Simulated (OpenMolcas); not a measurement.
**B97-1/ANO-S-VDZ run of C5H12O (3-methyl-1-butanol)**

Aim: the vertical electron affinity of C5H12O (3-methyl-1-butanol) at B97-1/ANO-S-VDZ, from 2 runs. 

The results are computed with OpenMolcas 26.06.

## (1) The molecule

C5H12O: 18 atoms, total charge 0, spin state singlet. As SMILES, `CC(C)CCO`. Geometry: relaxed at GFN2-xTB. This is one conformer, not always the lowest.

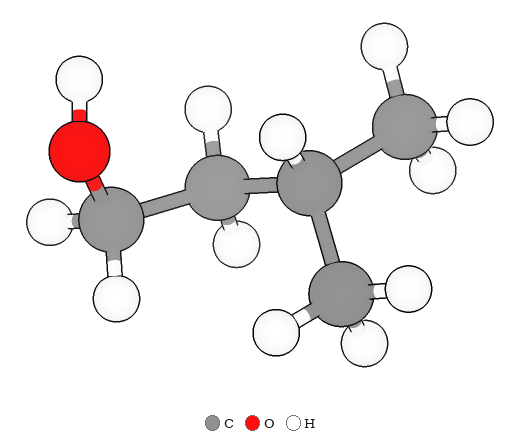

Viewed from a chosen angle; carbon grey, oxygen red, hydrogen white.

## (2) The energy at B97-1/ANO-S-VDZ

File mol.xyz:

```xyz
18

C      0.643620    -0.791730     1.724730
C     -0.178510    -0.214730     0.574110
C     -1.138070    -1.272830     0.035940
C      0.754060     0.309970    -0.524190
C      0.041420     1.181420    -1.560570
O     -0.604170     2.297340    -0.994200
H     -0.009440    -1.150860     2.516580
H      1.249010    -1.626040     1.375490
H      1.307610    -0.039420     2.145690
H     -0.768590     0.628160     0.950250
H     -1.789740    -0.855250    -0.726510
H     -0.584760    -2.104790    -0.396030
H     -1.762750    -1.656540     0.839390
H      1.226560    -0.528120    -1.040030
H      1.547400     0.905150    -0.060670
H      0.770640     1.508160    -2.318400
H     -0.744310     0.618880    -2.067830
H      0.040010     2.791230    -0.473740
```

File job.input:

```
* C5H12O Kohn-Sham DFT

&GATEWAY
  COORD
  mol.xyz
  BASIS
  ANO-S-VDZ
  GROUP
  NoSym

&SEWARD
  GRIDINPUT
  Grid=UltraFine
  End of Grid

&SCF
  KSDFT
  HYB_GGA_XC_B97_1
  PRORBITALS
  0
```

Run with:

```sh
$ export MOLCAS_MEM=1860
$ pymolcas job.input > job.log
```

Output (excerpt; [...] marks lines left out):

```text
--- Start Module: gateway ---
[...]
--- Stop Module: gateway /rc=_RC_ALL_IS_WELL_ ---
--- Start Module: seward ---
[...]
      Basis functions           78
--- Stop Module: seward /rc=_RC_ALL_IS_WELL_ ---
[...]
--- Start Module: scf ---
[...]
       Convergence after  11 Iterations
[...]
::    Total KS-DFT energy                            -272.8441358129
[...]
      Total spin, S                                     0.0000000000
[...]
      Total electronic charge=   50.000000
      Total            charge=   -0.000000
[...]
      Dipole Moment (debye):
      Origin of the operator (angstrom)=   -0.0875    0.2925   -0.1380
                   X=  1.9719E+00               Y= -7.1759E-01               Z=  4.0555E-01           Total=  2.1372E+00
      Quadrupole Moment (debye*angstrom):
[...]
--- Stop Module: scf /rc=_RC_ALL_IS_WELL_ ---
[...]
```

Run time: 80 s. Hardware: 1 thread of Arm Neoverse N1, shared host; peak memory 0.44 GiB.

## (3) The doublet anion, same level

mol.xyz is that of step 2.

File job.inp:

```
* C5H12O Kohn-Sham DFT

&GATEWAY
  Coord=mol.xyz
  Basis=ANO-S-VDZ
  Group=NoSym

&SEWARD
  GridInput
  Grid=UltraFine
  End of Grid

&SCF
  UHF
  Charge=-1
  Spin=2
  KSDFT=HYB_GGA_XC_B97_1
  PrOrbitals=0
```

Run with:

```sh
$ export MOLCAS_MEM=1860
$ pymolcas job.inp > job.log
```

Output (excerpt; [...] marks lines left out):

```text
--- Start Module: gateway ---
[...]
--- Stop Module: gateway /rc=_RC_ALL_IS_WELL_ ---
--- Start Module: seward ---
[...]
      Basis functions           78
--- Stop Module: seward /rc=_RC_ALL_IS_WELL_ ---
[...]
--- Start Module: scf ---
[...]
       Convergence after  18 Iterations
[...]
::    Total KS-DFT energy                            -272.7701246747
[...]
      Total spin, S                                     0.5001994213
[...]
      Total electronic charge=   51.000000
      Total            charge=   -1.000000
[...]
      Dipole Moment (debye):
      Origin of the operator (angstrom)=   -0.0875    0.2925   -0.1380
                   X=  3.6140E-01               Y= -2.3268E+00               Z= -3.3482E-01           Total=  2.3784E+00
      Center of Charge (angstrom)
[...]
--- Stop Module: scf /rc=_RC_ALL_IS_WELL_ ---
[...]
```

Wall time 3.2 min (1 thread of Arm Neoverse N1, shared host); peak memory 0.44 GiB.

## (4) Results

At B97-1/ANO-S-VDZ:

```
                                         quantity          value
                     singlet C5H12O: total energy  -272.84414 Eh
                    singlet C5H12O: dipole moment         2.14 D
                      singlet C5H12O: HOMO energy       -7.53 eV
                      singlet C5H12O: LUMO energy        0.53 eV
                    singlet C5H12O: HOMO–LUMO gap        8.06 eV
                      doublet anion: total energy  -272.77012 Eh
doublet anion: HOMO energy (highest over α and β)        3.44 eV
 doublet anion: LUMO energy (lowest over α and β)        4.41 eV
                              doublet anion: ⟨S²⟩          0.750
vertical electron affinity (to the doublet anion)      -2.014 eV
```

**Reading.** The anion lies 2.01 eV (46 kcal/mol) above the neutral: the electron isn't bound at this level, and such a value depends on the basis. Without diffuse functions anions come out too high. Mulliken charges (singlet C5H12O) run from -0.56 on C3 to +0.31 on H18. Mulliken charges (doublet anion) run from -0.49 on C3 to +0.13 on H10; they depend strongly on the basis. The HOMO (doublet anion) lies at positive energy, 3.44 eV; only total energies tell whether the electron is bound.
